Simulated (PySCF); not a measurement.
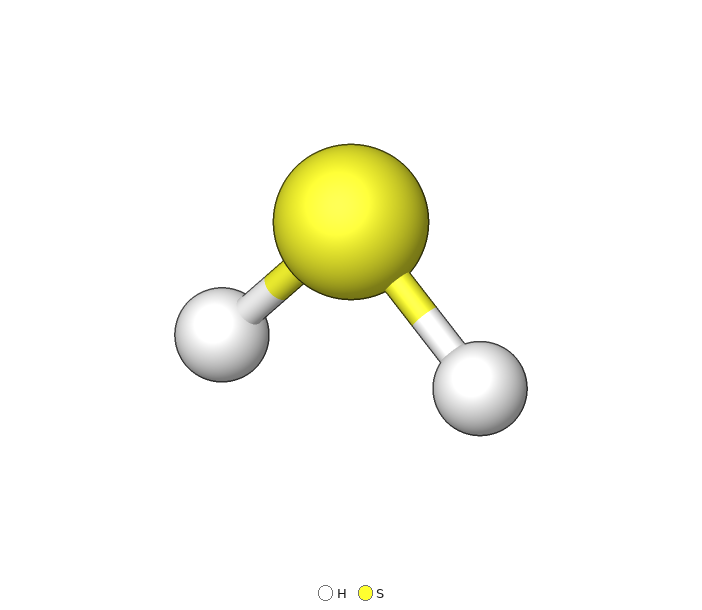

The geometry was computed by an optimisation with PBE0-D4/def2-TZVP. No frequency run is at hand to confirm it as a minimum. Properties computed with RHF-CCSD(T), frozen core/def2-TZVPP, density fitting (PySCF 2.14.0).

**Estimate the T1 diagnostic.**

0.010.
